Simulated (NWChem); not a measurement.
# One shape, several levels: C2H7Ga (SMILES [CH3][GaH][CH3])

We compute a comparison of 6 runs (HF/STO-3G, HF/3-21G, B3LYP/6-31G*, B3LYP/def2-SVP, M06-2X/def2-SVP) of C2H7Ga. 

The calculation is run with NWChem 7.3.0.

34 further runs of the same task are left out: 34 set aside as unsound or not needed.

## (1) Starting point

C2H7Ga: 10 atoms, total charge 0, spin state singlet. As SMILES, `[CH3][GaH][CH3]`. The C1–H4 distance was set to 1.643 Å, away from the relaxed value. At this shape a bond of the SMILES string is far longer than usual.

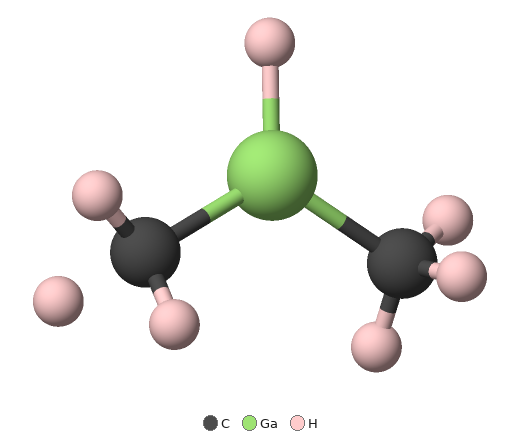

The structure, seen from a chosen angle (carbon dark grey, gallium green, hydrogen pink).

## (2) The energy at HF/STO-3G (run 1)

run.py

```python
from ase import Atoms
from ase.calculators.nwchem import NWChem

mol = Atoms('CGaCHHHHHHH', positions=[
    [-0.828242, 1.407109, -0.293585],
    [0.884158, 0.530409, 0.136915],
    [0.916658, -1.057191, 1.305115],
    [-1.533700, 0.614200, -1.548200],
    [-0.700242, 2.448109, -0.593285],
    [-1.524542, 1.359509, 0.546815],
    [2.232458, 1.100809, -0.454385],
    [0.922858, -0.729691, 2.350515],
    [1.804458, -1.671591, 1.148715],
    [0.025558, -1.673991, 1.168315],
])

calc = NWChem(
    label='c2h7ga',
    theory='scf',
    memory='2200 mb',
    basis='STO-3G',
    basispar='spherical bse',
    scf={'nopen': '0', 'rhf': None, 'thresh': '1e-08', 'maxiter': '80'},
    task='energy',
)
mol.calc = calc

print(f"energy = {mol.get_potential_energy():.6f} eV")
print("dipole (e A):", mol.get_dipole_moment().round(4))
```

The run is started by

```sh
$ export ASE_NWCHEM_COMMAND="nwchem PREFIX.nwi > PREFIX.nwo"
$ python run.py
```

What it wrote:

```text
energy = -53868.624271 eV
dipole (e A): [0.0083 0.0307 0.0528]
```

The calculator wrote c2h7ga.nwi:

```
title "c2h7ga"

permanent_dir c2h7ga

scratch_dir c2h7ga

start c2h7ga

geometry units angstrom nocenter noautosym noautoz
  C  -8.2824200000000003e-01 1.4071089999999999e+00 -2.9358499999999998e-01
  Ga 8.8415800000000000e-01 5.3040900000000002e-01 1.3691500000000001e-01
  C  9.1665799999999997e-01 -1.0571910000000000e+00 1.3051150000000000e+00
  H  -1.5337000000000001e+00 6.1419999999999997e-01 -1.5482000000000000e+00
  H  -7.0024200000000003e-01 2.4481090000000001e+00 -5.9328499999999995e-01
  H  -1.5245420000000001e+00 1.3595090000000001e+00 5.4681500000000005e-01
  H  2.2324579999999998e+00 1.1008089999999999e+00 -4.5438499999999998e-01
  H  9.2285799999999996e-01 -7.2969099999999998e-01 2.3505150000000001e+00
  H  1.8044579999999999e+00 -1.6715910000000000e+00 1.1487149999999999e+00
  H  2.5558000000000001e-02 -1.6739910000000000e+00 1.1683150000000000e+00
end

memory 2200 mb

basis spherical bse noprint
   * library STO-3G
end

scf
  nopen 0
  rhf
  thresh 1e-08
  maxiter 80
end

task scf energy
```

c2h7ga.nwo (excerpt; [...] marks lines left out):

```text
[...]
      One-electron energy =  -3135.266734160028
[... 1 line left out ...]
 Nuclear repulsion energy =    180.261102221301
[... 43 lines left out ...]
                       ROHF Final Molecular Orbital Analysis
[... 192 lines left out ...]
 center of mass
[...]
```

Run time: 11 s. Hardware: 1 thread of AMD EPYC 7R43 (Zen 3), shared host; peak memory 0.096 GiB.

## (3) The energy at HF/3-21G (run 2)

c2h7ga.xyz

```xyz
10
C2H7Ga energy
C     -0.828242     1.407109    -0.293585
Ga     0.884158     0.530409     0.136915
C      0.916658    -1.057191     1.305115
H     -1.533700     0.614200    -1.548200
H     -0.700242     2.448109    -0.593285
H     -1.524542     1.359509     0.546815
H      2.232458     1.100809    -0.454385
H      0.922858    -0.729691     2.350515
H      1.804458    -1.671591     1.148715
H      0.025558    -1.673991     1.168315
```

run.py

```python
from ase.io import read
from ase.calculators.nwchem import NWChem

atoms = read('c2h7ga.xyz')

calc = NWChem(
    label='c2h7ga',
    theory='scf',
    memory='2200 mb',
    basis='3-21G',
    basispar='spherical bse',
    scf={'nopen': '0', 'rhf': None, 'thresh': '1e-08', 'maxiter': '80'},
    task='energy',
)
atoms.calc = calc

print("Total energy (eV):", round(atoms.get_potential_energy(), 6))
print("dipole (e A):", atoms.get_dipole_moment().round(4))
```

The run is started by

```sh
$ export ASE_NWCHEM_COMMAND="nwchem PREFIX.nwi > PREFIX.nwo"
$ python run.py
```

What it wrote:

```text
Total energy (eV): -54235.968017
dipole (e A): [-0.0326  0.0341  0.1613]
```

The calculator wrote c2h7ga.nwi:

```
title "c2h7ga"

permanent_dir c2h7ga

scratch_dir c2h7ga

start c2h7ga

geometry units angstrom nocenter noautosym noautoz
  C  -8.2824200000000003e-01 1.4071089999999999e+00 -2.9358499999999998e-01
  Ga 8.8415800000000000e-01 5.3040900000000002e-01 1.3691500000000001e-01
  C  9.1665799999999997e-01 -1.0571910000000000e+00 1.3051150000000000e+00
  H  -1.5337000000000001e+00 6.1419999999999997e-01 -1.5482000000000000e+00
  H  -7.0024200000000003e-01 2.4481090000000001e+00 -5.9328499999999995e-01
  H  -1.5245420000000001e+00 1.3595090000000001e+00 5.4681500000000005e-01
  H  2.2324579999999998e+00 1.1008089999999999e+00 -4.5438499999999998e-01
  H  9.2285799999999996e-01 -7.2969099999999998e-01 2.3505150000000001e+00
  H  1.8044579999999999e+00 -1.6715910000000000e+00 1.1487149999999999e+00
  H  2.5558000000000001e-02 -1.6739910000000000e+00 1.1683150000000000e+00
end

memory 2200 mb

basis spherical bse noprint
   * library 3-21G
end

scf
  nopen 0
  rhf
  thresh 1e-08
  maxiter 80
end

task scf energy
```

c2h7ga.nwo (excerpt; [...] marks lines left out):

```text
[...]
      One-electron energy =  -3139.592175454702
[... 1 line left out ...]
 Nuclear repulsion energy =    180.261102221301
[... 43 lines left out ...]
                       ROHF Final Molecular Orbital Analysis
[... 220 lines left out ...]
 center of mass
[...]
```

It took 5.4 s on 1 thread of AMD EPYC 7R43 (Zen 3), shared host; peak memory 0.096 GiB.

Runs 3 to 5 aren't shown in full; the table further down has their settings and results.

## (4) A single-point energy at M06-2X/def2-SVP (run 6)

geom.nw

```
start geom
memory total 2200 mb
charge 0

geometry units bohr noautosym nocenter noautoz
 C  -1.56515054  2.65905064 -0.55479524
 Ga  1.67081647  1.00232774  0.25873185
 C   1.73223257 -1.99780145  2.46630991
 H  -2.89827296  1.16066979 -2.92567399
 H  -1.32326560  4.62625553 -1.12114616
 H  -2.88096685  2.56909967  1.03333059
 H   4.21873420  2.08022753 -0.85866321
 H   1.74394887 -1.37891615  4.44182960
 H   3.40993142 -3.15884918  2.17075675
 H   0.04829762 -3.16338453  2.20779538
end

basis spherical bse
 * library def2-SVP
end

dft
 xc m06-2x
 grid fine
 convergence energy 1e-08
 maxiter 100
 mulliken
end

task dft energy
```

The run is started by

```sh
$ nwchem geom.nw > geom.out
```

What it wrote:

```text
[...]
          Wavefunction type:  closed shell.
          No. of atoms     :    10
          No. of electrons :    50
[...]
          Charge           :     0
          Spin multiplicity:     1
[...]
          AO basis - number of functions:    95
[...]
              XC Information
              --------------
                       M06-2X Method XC Functional
                     Hartree-Fock (Exact) Exchange  0.540
                        M06-2X Exchange Functional  1.000
                      M06-2X Correlation Potential  1.000
[...]
 d= 0,ls=0.0,diis     1  -2004.8049628007 -2.19D+03  5.19D-03  1.88D-01     3.9
[...]
 d= 0,ls=0.0,diis     8  -2004.8320595143 -2.36D-09  1.68D-06  1.33D-07    25.5
         Total DFT energy =    -2004.832059514313
      One electron energy =    -3150.054818057255
           Coulomb energy =     1053.345528226186
    Exchange-Corr. energy =      -88.383859028260
 Nuclear repulsion energy =      180.261089345015
[...]
      Total Density - Mulliken Population Analysis
     ---------------------------------------------
    Atom       Charge   Shell Charges
 -----------   ------   -------------------------------------------------------
    1 C    6     6.42   1.99  0.88  0.40  1.95  1.19  0.01
    2 Ga  31    30.43   2.00  2.00  1.99  0.95  0.14  6.00  5.98  0.86  0.40  8.09  1.82  0.21
    3 C    6     6.40   1.99  0.85  0.30  2.10  1.13  0.02
    4 H    1     0.96   0.55  0.41  0.01
    5 H    1     0.92   0.73  0.17  0.02
    6 H    1     0.92   0.73  0.17  0.02
    7 H    1     1.15   0.71  0.44  0.01
    8 H    1     0.94   0.73  0.19  0.02
    9 H    1     0.93   0.73  0.18  0.02
   10 H    1     0.93   0.73  0.18  0.02
[...]
```

Wall time 26 s (1 thread of AMD EPYC 7R43 (Zen 3), shared host); peak memory 0.11 GiB.

## (5) All runs side by side

```tsv
run	level	Cartesian functions	iteration cap	energy (Eh)	dipole moment (D)	HOMO energy (eV)	LUMO energy (eV)	wall time
1	HF/STO-3G	no	80	-1979.635445	0.30	-6.87	4.95	11 s
2	HF/3-21G	no	80	-1993.135078	0.81	-10.40	1.72	5.4 s
3	B3LYP/6-31G* (Cartesian functions)	yes	100	-2004.976061	–	–	–	34 s
4	B3LYP/6-31G* (spherical functions)	no	100	-2004.969459	0.81	-7.34	-1.42	39 s
5	B3LYP/def2-SVP	no	100	-2004.946771	0.75	-7.46	-1.50	27 s
6	M06-2X/def2-SVP	no	100	-2004.832060	0.70	-8.82	-0.62	26 s
```

## (6) Summary of results

| quantity | value |
| --- | --- |
| run 6: total energy | -2004.83206 Eh |
| run 6: dipole moment | 0.70 D |
| run 6: HOMO energy | -8.82 eV |
| run 6: LUMO energy | -0.62 eV |
| run 6: HOMO–LUMO gap | 8.20 eV |

In words: Over runs 1, 2, 4, 5, 6 the dipole moment (its size) runs from 0.30 D (HF/STO-3G) to 0.81 D (B3LYP/6-31G*). The two ends differ in method and basis. Over runs 1, 2, 4, 5, 6 the HOMO–LUMO gap runs from 5.92 eV (B3LYP/6-31G*) to 12.12 eV (HF/3-21G). Totals of different functionals can't be ranked against each other. In run 1 the basis is minimal, so the values are rough. All runs together took 2.4 min, the longest 39 s.
